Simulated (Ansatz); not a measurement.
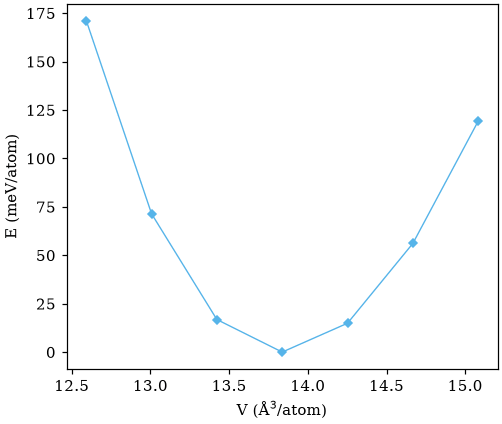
Ir (fcc (Cu type), Fm-3m) under volume change, LDA (plane waves, PAW; program Ansatz), scaled uniformly.

Q: What does a third-order Birch–Murnaghan fit give for V₀, B₀ and B′?

A: V₀ = 13.84 Å³/atom, B₀ = 405 GPa, B′ = 5.0.

The LDA relaxation kept the symmetry of its start. The run is not spin-polarised. Spin–orbit coupling is left out wherever it is not named.

Potentials: the earlier of the program's two PAW sets. The files were generated under PBE; for other functionals the program regenerates the frozen cores, and for LDA and PBEsol the local potential too.
